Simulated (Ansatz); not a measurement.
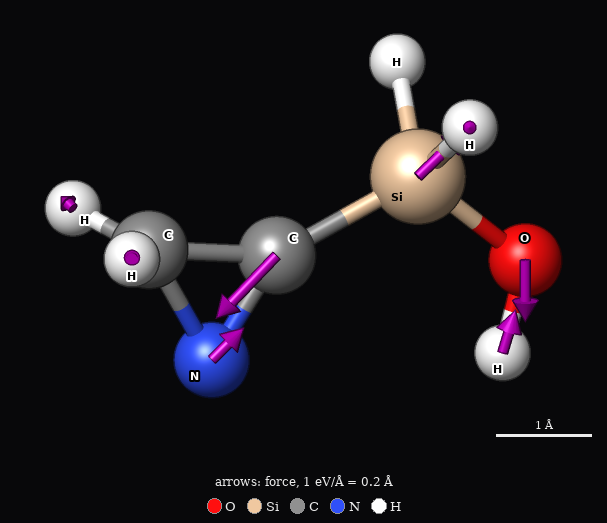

Starting geometry of C2H5NOSi with the computed forces as purple arrows. The picture is a ball-and-stick view, seen at a tilt.

The run prepares an end point of a later path (hydrogen shift) calculation, from a guessed geometry.

These are results of Ansatz 0.2.0, RKS PBE0/def2-mTZVP, not measurements. (no spin polarisation; force threshold 0.02 eV/Å; at most 50 steps)

Q: Is this structure relaxed? If not, where do the atoms go?

A: It isn't relaxed: the largest force vector, on a C atom, is 4.67 eV/Å. The final displacements follow the starting forces only in part (cosine between the two patterns 0.33). The atom that moves furthest after the best rigid fit is an H atom (0.30 Å). Largest moves by element: H 0.30 Å, O 0.23 Å, Si 0.11 Å, C 0.11 Å, N 0.06 Å. Some distances before and after: C–Si 1.727 → 1.868 Å, H–O 1.018 → 0.962 Å, C–N 1.305 → 1.261 Å, C–C 1.433 → 1.463 Å. Among the angles between lasting bonds that change: Si–C–N 146.9° → 140.0°, Si–C–C 147.8° → 153.4°, H–Si–H 104.9° → 110.4°. Groups turn about O–Si by about 40°. After 12 accepted moves (15 points after the start) the energy has fallen by 47.3 kJ/mol. The largest force component goes from 3.1 to 0.012 eV/Å. The line search rejected the trial steps at points 8, 12, 14 of the run. The forces were under the threshold at step 13, but the run went on from there. Cost: 55 s on 2 threads of Arm Neoverse V1, on a shared host, peak memory 0.25 GiB.
